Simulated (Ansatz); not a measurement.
**C2H8AlFSi: one species, many methods**

How much do the methods differ for C2H8AlFSi? The plan is to run it at one geometry with functionals of several rungs and with coupled cluster, and see how far each lands from CCSD(T) at the basis-set limit for the atomisation energy.

Program: Ansatz 0.2.0, Gaussian basis. Level of theory: functionals in def2-TZVPP, the program's frozen cores in correlated methods. These are calculated values, not measurements.

The runs, in order: PBE-D4, r2SCAN-D4, PBE0-D4, B3LYP-D4, ωB97X-V, ωB97M-V, B2PLYP; CCSD(T)/def2-TZVPP; MP2/def2-QZVPP; extrapolation to the limit.

## 1. The geometry

All runs share one geometry, relaxed beforehand with PBE0-D4 in a triple-zeta def2 set.

13 atoms, charge 0, spin multiplicity 1.

Atoms are counted from 1 here; the program's logs count them from 0.

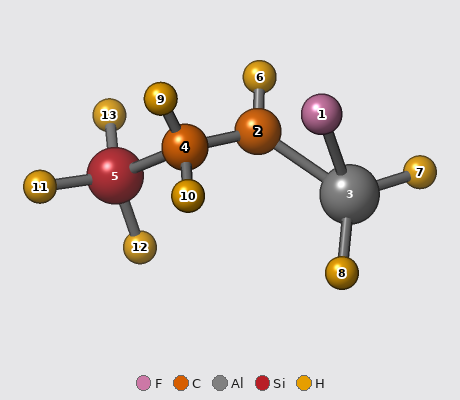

The geometry (fluorine pink, carbon orange, aluminium grey, silicon red, hydrogen amber); atoms are numbered from 1 in the order of the file.

## 2. PBE-D4 (GGA)

Contents of in.yaml:

```yaml
crystal:
  periodic: [false, false, false]
  atoms:
    - {symbol: F, position_ang: [-1.854212, 0.833720, 1.053252]}
    - {symbol: C, position_ang: [-0.281047, 0.500202, 0.624669]}
    - {symbol: Al, position_ang: [-1.204315, -0.746088, 1.827304]}
    - {symbol: C, position_ang: [-0.211537, 0.426464, -0.838236]}
    - {symbol: Si, position_ang: [1.545556, -0.113227, -1.308212]}
    - {symbol: H, position_ang: [0.201416, 1.384654, 1.039716]}
    - {symbol: H, position_ang: [-1.025350, -0.587124, 3.391911]}
    - {symbol: H, position_ang: [-1.869621, -2.011581, 1.141595]}
    - {symbol: H, position_ang: [-0.411954, 1.377104, -1.345944]}
    - {symbol: H, position_ang: [-0.872304, -0.345398, -1.245697]}
    - {symbol: H, position_ang: [1.645546, -0.100250, -2.789056]}
    - {symbol: H, position_ang: [1.813248, -1.480465, -0.797521]}
    - {symbol: H, position_ang: [2.544974, 0.827389, -0.738981]}
basis:
  gaussian: {orbitals: def2-TZVPP}
hamiltonian: {xc: pbe, dispersion: d4}
output: {forces: true, orbitals: {seedname: orbitals}}
```

Command:

```
ansatz run in.yaml --threads 4 --pin off --events-out ev --progress --plain --max-ram 10444MiB
```

Output:

```text
Functional definition: PBE
  name "PBE"
  cite "Perdew, Burke & Ernzerhof, Phys. Rev. Lett. 77, 3865 (1996) doi:10.1103/PhysRevLett.77.3865"
  parent pbe
  parameter kappa = 0.804
  parameter beta = 0.06672455060314922
  exchange = pbe_x(kappa = kappa, mu = beta*pi^2/3)
  correlation = pbe_c(beta = beta)
1545 factors; their error is unknown
mean field evaluation 1: about -19373.6887 eV, gradient 6.5e1 eV
mean field evaluation 2: about -19350.9230 eV, gradient 1.1e2 eV
mean field evaluation 4: about -19383.7818 eV, gradient 1.0e1 eV
mean field evaluation 8: about -19383.9717 eV, gradient 2.4e-1 eV
mean field evaluation 16: about -19383.9335 eV, gradient 9.3e-3 eV
mean field -19383.93350407 eV, -712.3464173725 hartree, gradient 3.8e-5 eV, S^2 0.000000; 0 other end points of the search recorded, 0 dependent functions left out
the calculation of the forces begins
reference -19383.93355936 eV, -712.3464194045 hartree; 28, 28 occupied and 261, 261 virtual orbitals, 1545 factors
Total energy: -19384.20911028 eV, -712.3565457139 hartree
Atom 0 at    -1.854212     0.833720     1.053252 Å, force    -0.468937     0.314678     0.002100 eV/Å
Atom 1 at    -0.281047     0.500202     0.624669 Å, force     0.280995    -0.154947    -0.072056 eV/Å
Atom 2 at    -1.204315    -0.746088     1.827304 Å, force     0.096450    -0.267295     0.146417 eV/Å
Atom 3 at    -0.211537     0.426464    -0.838236 Å, force    -0.031880     0.020668     0.048174 eV/Å
Atom 4 at     1.545556    -0.113227    -1.308212 Å, force     0.061337    -0.027204     0.008284 eV/Å
Atom 5 at     0.201416     1.384654     1.039716 Å, force     0.122889     0.182995     0.085666 eV/Å
Atom 6 at    -1.025350    -0.587124     3.391911 Å, force     0.003862     0.015839     0.111488 eV/Å
Atom 7 at    -1.869621    -2.011581     1.141595 Å, force    -0.053883    -0.082880    -0.051945 eV/Å
Atom 8 at    -0.411954     1.377104    -1.345944 Å, force    -0.030156     0.191351    -0.129858 eV/Å
Atom 9 at    -0.872304    -0.345398    -1.245697 Å, force    -0.119335    -0.157112    -0.095518 eV/Å
Atom 10 at     1.645546    -0.100250    -2.789056 Å, force     0.009846     0.005095    -0.154011 eV/Å
Atom 11 at     1.813248    -1.480465    -0.797521 Å, force     0.028825    -0.135584     0.048068 eV/Å
Atom 12 at     2.544974     0.827389    -0.738981 Å, force     0.099986     0.094397     0.053191 eV/Å
Dipole moment:     0.283760     0.203834    -0.385724 e Å
```

It took 3.3 s on 4 threads of Arm Neoverse V1, shared host; peak memory 0.42 GiB.

Atomisation energy: 4326.9 kJ/mol (free atoms -19339.364 eV, run apart). HOMO -6.55 eV, LUMO -1.98 eV.

## 3. r2SCAN-D4 (meta-GGA)

Changes to in.yaml since step 2:

```diff
@@ -18,3 +18,3 @@
   gaussian: {orbitals: def2-TZVPP}
-hamiltonian: {xc: pbe, dispersion: d4}
+hamiltonian: {xc: r2scan, dispersion: d4}
 output: {forces: true, orbitals: {seedname: orbitals}}
```

Same command.

Output:

```text
Functional definition: r2SCAN
  name "r2SCAN"
  cite "Furness, Kaplan, Ning, Perdew & Sun, J. Phys. Chem. Lett. 11, 8208 (2020) doi:10.1021/acs.jpclett.0c02405"
  cite "Furness, Kaplan, Ning, Perdew & Sun, J. Phys. Chem. Lett. 11, 9248 (2020) doi:10.1021/acs.jpclett.0c03077"
  parent r2scan
  parameter k0 = 0.174
  parameter k1 = 0.065
  parameter a1 = 4.9479
  exchange = r2scan_x(k0 = k0, k1 = k1, a1 = a1)
  correlation = r2scan_c
1545 factors; their error is unknown
mean field evaluation 1: about -19385.9423 eV, gradient 5.7e1 eV
mean field evaluation 2: about -19375.6477 eV, gradient 8.1e1 eV
mean field evaluation 4: about -19393.7094 eV, gradient 6.0e0 eV
mean field evaluation 8: about -19393.7738 eV, gradient 2.1e-1 eV
mean field evaluation 16: about -19393.7360 eV, gradient 4.4e-4 eV
mean field -19393.73603522 eV, -712.7066537478 hartree, gradient 3.4e-5 eV, S^2 0.000000; 0 other end points of the search recorded, 0 dependent functions left out
the calculation of the forces begins
reference -19393.73605188 eV, -712.7066543602 hartree; 28, 28 occupied and 261, 261 virtual orbitals, 1545 factors
Total energy: -19393.80547277 eV, -712.7092055307 hartree
Atom 0 at    -1.854212     0.833720     1.053252 Å, force    -0.287166     0.041992     0.087036 eV/Å
Atom 1 at    -0.281047     0.500202     0.624669 Å, force     0.333710    -0.095270    -0.006859 eV/Å
Atom 2 at    -1.204315    -0.746088     1.827304 Å, force    -0.022504    -0.004979     0.014532 eV/Å
Atom 3 at    -0.211537     0.426464    -0.838236 Å, force    -0.041340     0.023646    -0.035362 eV/Å
Atom 4 at     1.545556    -0.113227    -1.308212 Å, force     0.059276    -0.020741    -0.010184 eV/Å
Atom 5 at     0.201416     1.384654     1.039716 Å, force    -0.009018     0.008155    -0.021752 eV/Å
Atom 6 at    -1.025350    -0.587124     3.391911 Å, force    -0.006642    -0.001836    -0.031674 eV/Å
Atom 7 at    -1.869621    -2.011581     1.141595 Å, force     0.011277     0.026598     0.011439 eV/Å
Atom 8 at    -0.411954     1.377104    -1.345944 Å, force    -0.002847     0.004307    -0.017934 eV/Å
Atom 9 at    -0.872304    -0.345398    -1.245697 Å, force    -0.001500     0.005642    -0.000930 eV/Å
Atom 10 at     1.645546    -0.100250    -2.789056 Å, force    -0.001820     0.000937     0.033760 eV/Å
Atom 11 at     1.813248    -1.480465    -0.797521 Å, force    -0.005777     0.031555    -0.011232 eV/Å
Atom 12 at     2.544974     0.827389    -0.738981 Å, force    -0.025649    -0.020006    -0.010840 eV/Å
Dipole moment:     0.299988     0.202708    -0.388919 e Å
```

Wall time 6.5 s (4 threads of Arm Neoverse V1, shared host); peak memory 0.46 GiB.

With the free atoms at this level, -19349.058 eV in sum, the atomisation energy is 4317.5 kJ/mol. HOMO -6.85 eV, LUMO -1.64 eV.

## 4. PBE0-D4 (hybrid)

Changes to in.yaml since step 3:

```diff
@@ -18,3 +18,3 @@
   gaussian: {orbitals: def2-TZVPP}
-hamiltonian: {xc: r2scan, dispersion: d4}
-output: {forces: true, orbitals: {seedname: orbitals}}
+hamiltonian: {xc: pbe0, dispersion: d4}
+output: {orbitals: {seedname: orbitals}}
```

Same command.

Output:

```text
Functional definition: PBE0
  name "PBE0"
  cite "Adamo & Barone, J. Chem. Phys. 110, 6158 (1999) doi:10.1063/1.478522"
  cite "Perdew, Burke & Ernzerhof, Phys. Rev. Lett. 77, 3865 (1996) doi:10.1103/PhysRevLett.77.3865"
  parent pbe
  parameter a = 0.25
  parameter kappa = 0.804
  parameter beta = 0.06672455060314922
  exchange = (1 - a)*pbe_x(kappa = kappa, mu = beta*pi^2/3) + a*exact_x
  correlation = pbe_c(beta = beta)
1579 factors; their error is unknown
mean field evaluation 1: about -19380.1984 eV, gradient 4.9e1 eV
mean field evaluation 2: about -19377.0565 eV, gradient 5.9e1 eV
mean field evaluation 4: about -19385.7261 eV, gradient 1.7e0 eV
mean field evaluation 8: about -19385.7585 eV, gradient 7.6e-2 eV
mean field -19385.75855028 eV, -712.4134865838 hartree, gradient 5.5e-5 eV, S^2 0.000000; 0 other end points of the search recorded, 0 dependent functions left out
reference -19385.75859129 eV, -712.4134880906 hartree; 28, 28 occupied and 261, 261 virtual orbitals, 1579 factors
Total energy: -19385.99299527 eV, -712.4221022783 hartree
```

It took 3.9 s on 4 threads of Arm Neoverse V1, shared host; peak memory 0.82 GiB.

With the free atoms at this level, -19341.681 eV in sum, the atomisation energy is 4275.4 kJ/mol. HOMO -7.89 eV, LUMO -0.92 eV.

## 5. B3LYP-D4 (hybrid)

B3LYP here takes the VWN-RPA correlation.

Changes to in.yaml since step 4:

```diff
@@ -18,3 +18,3 @@
   gaussian: {orbitals: def2-TZVPP}
-hamiltonian: {xc: pbe0, dispersion: d4}
-output: {orbitals: {seedname: orbitals}}
+hamiltonian: {xc: {name: B3LYP}, dispersion: d4}
+output: {forces: true, orbitals: {seedname: orbitals}}
```

Launched as before.

Output:

```text
Functional definition: B3LYP
  name "B3LYP"
  cite "Stephens, Devlin, Chabalowski & Frisch, J. Phys. Chem. 98, 11623 (1994) doi:10.1021/j100096a001"
  cite "Becke, Phys. Rev. A 38, 3098 (1988) doi:10.1103/PhysRevA.38.3098"
  cite "Lee, Yang & Parr, Phys. Rev. B 37, 785 (1988) doi:10.1103/PhysRevB.37.785"
  cite "Vosko, Wilk & Nusair, Can. J. Phys. 58, 1200 (1980) doi:10.1139/p80-159"
  parameter a0 = 0.2
  parameter ax = 0.72
  parameter ac = 0.81
  exchange = (1 - a0 - ax)*slater_x + ax*b88_x + a0*exact_x
  correlation = (1 - ac)*vwn_rpa_c + ac*lyp_c
1572 factors; their error is unknown
mean field evaluation 1: about -19392.1412 eV, gradient 5.6e1 eV
mean field evaluation 2: about -19386.0924 eV, gradient 7.2e1 eV
mean field evaluation 4: about -19399.1655 eV, gradient 2.6e0 eV
mean field evaluation 8: about -19399.1802 eV, gradient 1.1e-1 eV
mean field evaluation 16: about -19399.1934 eV, gradient 5.1e-4 eV
mean field -19399.19343730 eV, -712.9072095751 hartree, gradient 3.0e-5 eV, S^2 0.000000; 0 other end points of the search recorded, 0 dependent functions left out
the calculation of the forces begins
reference -19399.19376881 eV, -712.9072217578 hartree; 28, 28 occupied and 261, 261 virtual orbitals, 1572 factors
Total energy: -19399.63724590 eV, -712.9235192403 hartree
Atom 0 at    -1.854212     0.833720     1.053252 Å, force    -0.384212     0.122310     0.086423 eV/Å
Atom 1 at    -0.281047     0.500202     0.624669 Å, force     0.343672     0.057051     0.056762 eV/Å
Atom 2 at    -1.204315    -0.746088     1.827304 Å, force    -0.053205    -0.138456     0.111619 eV/Å
Atom 3 at    -0.211537     0.426464    -0.838236 Å, force    -0.049387    -0.000297    -0.136883 eV/Å
Atom 4 at     1.545556    -0.113227    -1.308212 Å, force     0.193846    -0.060576    -0.092314 eV/Å
Atom 5 at     0.201416     1.384654     1.039716 Å, force    -0.031078    -0.078532    -0.043894 eV/Å
Atom 6 at    -1.025350    -0.587124     3.391911 Å, force    -0.006758    -0.019698    -0.102608 eV/Å
Atom 7 at    -1.869621    -2.011581     1.141595 Å, force     0.051719     0.078864     0.053040 eV/Å
Atom 8 at    -0.411954     1.377104    -1.345944 Å, force    -0.010812    -0.056561     0.025970 eV/Å
Atom 9 at    -0.872304    -0.345398    -1.245697 Å, force     0.022039     0.070503     0.018262 eV/Å
Atom 10 at     1.645546    -0.100250    -2.789056 Å, force     0.000600    -0.003297     0.093962 eV/Å
Atom 11 at     1.813248    -1.480465    -0.797521 Å, force    -0.013606     0.090081    -0.034530 eV/Å
Atom 12 at     2.544974     0.827389    -0.738981 Å, force    -0.062818    -0.061392    -0.035811 eV/Å
Dipole moment:     0.319201     0.184893    -0.378077 e Å
```

It took 7 s on 4 threads of Arm Neoverse V1, shared host; peak memory 0.94 GiB.

Atomisation energy: 4299.2 kJ/mol (free atoms -19355.079 eV, run apart). HOMO -7.70 eV, LUMO -1.16 eV.

## 6. ωB97X-V (range-separated)

Changes to in.yaml since step 5:

```diff
@@ -18,3 +18,3 @@
   gaussian: {orbitals: def2-TZVPP}
-hamiltonian: {xc: {name: B3LYP}, dispersion: d4}
-output: {forces: true, orbitals: {seedname: orbitals}}
+hamiltonian: {xc: {name: wB97X-V}}
+output: {orbitals: {seedname: orbitals}}
```

Same command.

Output:

```text
Functional definition: wB97X-V
  name "wB97X-V"
  cite "Mardirossian & Head-Gordon, Phys. Chem. Chem. Phys. 16, 9904 (2014) doi:10.1039/C3CP54374A"
  cite "Becke, J. Chem. Phys. 107, 8554 (1997) doi:10.1063/1.475007"
  cite "Vydrov & Van Voorhis, J. Chem. Phys. 133, 244103 (2010) doi:10.1063/1.3521275"
  parameter omega = 0.3/bohr
  parameter cx = 0.167
  parameter cx1 = 0.603
  parameter cx2 = 1.194
  parameter css0 = 0.556
  parameter css1 = -0.257
  parameter cos0 = 1.219
  parameter cos1 = -1.850
  parameter b = 6.0
  parameter c = 0.01
  exchange = spin_sum(e_x_unif_sr(omega)*poly(b97_u_x, 1 - cx, cx1, cx2)) + cx*exact_x_sr(omega) + exact_x_lr(omega)
  correlation = spin_sum(e_c_pw_same_spin*poly(b97_u_same, css0, css1))
      + integral(e_c_pw_opposite_spin*poly(b97_u_opposite, cos0, cos1)) + vv10(b, c)
1567 factors; their error is unknown
388 factors; integrals over basis functions are off by at most 1.1e-5 eV
mean field evaluation 1: about -19390.6915 eV, gradient 3.8e1 eV
mean field evaluation 2: about -19391.9800 eV, gradient 3.3e1 eV
mean field evaluation 4: about -19393.8807 eV, gradient 3.0e0 eV
mean field evaluation 8: about -19393.9084 eV, gradient 6.7e-2 eV
mean field evaluation 16: about -19393.9133 eV, gradient 1.4e-4 eV
mean field -19393.91326827 eV, -712.7131669422 hartree, gradient 3.6e-5 eV, S^2 0.000000; 0 other end points of the search recorded, 0 dependent functions left out
reference -19393.91326556 eV, -712.7131668428 hartree; 28, 28 occupied and 261, 261 virtual orbitals, 1567 factors
Total energy: -19393.91326556 eV, -712.7131668428 hartree
```

It took 11 s on 4 threads of Arm Neoverse V1, shared host; peak memory 1 GiB.

With the free atoms at this level, -19349.085 eV in sum, the atomisation energy is 4325.3 kJ/mol. HOMO -10.33 eV, LUMO 1.17 eV.

## 7. ωB97M-V (range-separated)

Changes to in.yaml since step 6:

```diff
@@ -18,3 +18,3 @@
   gaussian: {orbitals: def2-TZVPP}
-hamiltonian: {xc: {name: wB97X-V}}
-output: {orbitals: {seedname: orbitals}}
+hamiltonian: {xc: {name: wB97M-V}}
+output: {forces: true, orbitals: {seedname: orbitals}}
```

Same command.

Output:

```text
Functional definition: wB97M-V
  name "wB97M-V"
  cite "Mardirossian & Head-Gordon, J. Chem. Phys. 144, 214110 (2016) doi:10.1063/1.4952647"
  cite "Becke, J. Chem. Phys. 107, 8554 (1997) doi:10.1063/1.475007"
  cite "Vydrov & Van Voorhis, J. Chem. Phys. 133, 244103 (2010) doi:10.1063/1.3521275"
  # Of w^i u^j: cxij and so on, Table III.
  parameter omega = 0.3/bohr
  parameter cx = 0.15
  parameter cx01 = 1.007
  parameter cx10 = 0.259
  parameter css00 = 0.443
  parameter css04 = -1.437
  parameter css10 = -4.535
  parameter css20 = -3.390
  parameter css43 = 4.278
  parameter cos00 = 1.000
  parameter cos10 = 1.358
  parameter cos20 = 2.924
  parameter cos21 = -8.812
  parameter cos60 = -1.390
  parameter cos61 = 9.142
  parameter b = 6.0
  parameter c = 0.01
  gx(w, u) = 1 - cx + cx01*u + cx10*w
  gss(w, u) = css00 + css04*u^4 + css10*w + css20*w^2 + css43*w^4*u^3
  gos(w, u) = cos00 + cos10*w + (cos20 + cos21*u)*w^2 + (cos60 + cos61*u)*w^6
  exchange = spin_sum(e_x_unif_sr(omega)*gx(b97_w, b97_u_x)) + cx*exact_x_sr(omega) + exact_x_lr(omega)
  correlation = spin_sum(e_c_pw_mod_same_spin*gss(b97_w, b97_u_same))
      + integral(e_c_pw_mod_opposite_spin*gos(b97_w_opposite, b97_u_opposite)) + vv10(b, c)
1551 factors; their error is unknown
388 factors; integrals over basis functions are off by at most 1.1e-5 eV
mean field evaluation 1: about -19390.9894 eV, gradient 4.0e1 eV
mean field evaluation 2: about -19392.1944 eV, gradient 3.5e1 eV
mean field evaluation 4: about -19394.4648 eV, gradient 3.0e0 eV
mean field evaluation 8: about -19394.4919 eV, gradient 7.2e-2 eV
mean field evaluation 16: about -19394.4919 eV, gradient 1.5e-4 eV
mean field -19394.49186903 eV, -712.7344301282 hartree, gradient 5.1e-5 eV, S^2 0.000000; 0 other end points of the search recorded, 0 dependent functions left out
the calculation of the forces begins
reference -19394.49193477 eV, -712.7344325441 hartree; 28, 28 occupied and 261, 261 virtual orbitals, 1551 factors
Total energy: -19394.49193477 eV, -712.7344325441 hartree
Atom 0 at    -1.854212     0.833720     1.053252 Å, force    -0.067639     0.014896    -0.006894 eV/Å
Atom 1 at    -0.281047     0.500202     0.624669 Å, force     0.150875     0.083531     0.181383 eV/Å
Atom 2 at    -1.204315    -0.746088     1.827304 Å, force    -0.106737    -0.129900     0.133185 eV/Å
Atom 3 at    -0.211537     0.426464    -0.838236 Å, force     0.006788     0.002208    -0.248627 eV/Å
Atom 4 at     1.545556    -0.113227    -1.308212 Å, force     0.103588    -0.032108    -0.062305 eV/Å
Atom 5 at     0.201416     1.384654     1.039716 Å, force    -0.041262    -0.075830    -0.053035 eV/Å
Atom 6 at    -1.025350    -0.587124     3.391911 Å, force    -0.005814    -0.018686    -0.166665 eV/Å
Atom 7 at    -1.869621    -2.011581     1.141595 Å, force     0.080445     0.125351     0.060844 eV/Å
Atom 8 at    -0.411954     1.377104    -1.345944 Å, force     0.001854    -0.077640     0.053408 eV/Å
Atom 9 at    -0.872304    -0.345398    -1.245697 Å, force     0.036702     0.060226     0.038805 eV/Å
Atom 10 at     1.645546    -0.100250    -2.789056 Å, force    -0.008392    -0.003043     0.178516 eV/Å
Atom 11 at     1.813248    -1.480465    -0.797521 Å, force    -0.032779     0.154094    -0.052751 eV/Å
Atom 12 at     2.544974     0.827389    -0.738981 Å, force    -0.117630    -0.103100    -0.055864 eV/Å
Dipole moment:     0.319449     0.187537    -0.375445 e Å
```

It took 16 s on 4 threads of Arm Neoverse V1, shared host; peak memory 1.2 GiB.

Atomisation energy: 4315.2 kJ/mol (free atoms -19349.768 eV, run apart). HOMO -10.18 eV, LUMO 0.92 eV.

## 8. B2PLYP (double hybrid)

Changes to in.yaml since step 7:

```diff
@@ -18,3 +18,2 @@
   gaussian: {orbitals: def2-TZVPP}
-hamiltonian: {xc: {name: wB97M-V}}
-output: {forces: true, orbitals: {seedname: orbitals}}
+hamiltonian: {xc: {name: B2PLYP}}
```

Same command.

Output:

```text
Functional definition: B2PLYP
  name "B2PLYP"
  cite "Grimme, J. Chem. Phys. 124, 034108 (2006) doi:10.1063/1.2148954"
  cite "Becke, Phys. Rev. A 38, 3098 (1988) doi:10.1103/PhysRevA.38.3098"
  cite "Lee, Yang & Parr, Phys. Rev. B 37, 785 (1988) doi:10.1103/PhysRevB.37.785"
  parameter a = 0.53
  parameter c = 0.27
  exchange = (1 - a)*b88_x + a*exact_x
  correlation = (1 - c)*lyp_c + c*(mp2_os + mp2_ss)
1682 factors; integrals over basis functions are off by at most 1.7e-3 eV
mean field evaluation 1: about -19376.5368 eV, gradient 4.1e1 eV
mean field evaluation 2: about -19376.6712 eV, gradient 4.1e1 eV
mean field evaluation 4: about -19380.3829 eV, gradient 4.0e0 eV
mean field evaluation 8: about -19380.4175 eV, gradient 4.4e-1 eV
mean field evaluation 16: about -19380.4179 eV, gradient 1.8e-4 eV
mean field -19380.41787709 eV, -712.2172204641 hartree, gradient 7.9e-6 eV, S^2 0.000000; 0 other end points of the search recorded, 0 dependent functions left out
13 core orbitals not correlated: weight in the atoms' cores, before any rotation towards them, 1.000 or more for the frozen orbitals, at most 0.000 for the correlated occupied ones
reference -19380.41808548 eV, -712.2172281222 hartree; 15, 15 occupied and 261, 261 virtual orbitals, 1682 factors
second order -26.63404237 eV of doubles, -0.00000000 eV of singles
Total energy: -19387.60927692 eV, -712.4814995332 hartree
```

It took 7.5 s on 4 threads of Arm Neoverse V1, shared host; peak memory 0.85 GiB.

Atomisation energy: 4249.1 kJ/mol (free atoms -19343.570 eV, run apart).

## 9. Frontier levels by functional

Dipoles come from the runs that computed forces. Levels are read from the orbital files that the runs wrote:

```tsv
functional	HOMO (eV)	LUMO (eV)	gap (eV)	dipole (D)
PBE-D4	-6.55	-1.98	4.57	2.50
r2SCAN-D4	-6.85	-1.64	5.20	2.55
PBE0-D4	-7.89	-0.92	6.97	
B3LYP-D4	-7.70	-1.16	6.55	2.54
ωB97X-V	-10.33	1.17	11.51	
ωB97M-V	-10.18	0.92	11.10	2.53
```

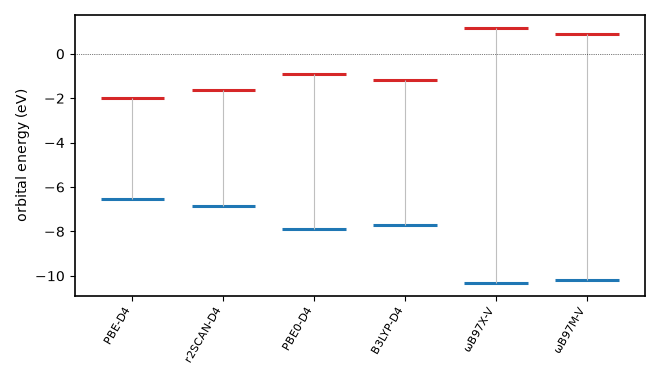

Highest occupied (blue) and lowest empty (red) level by functional.

[end of part 1 of 2]
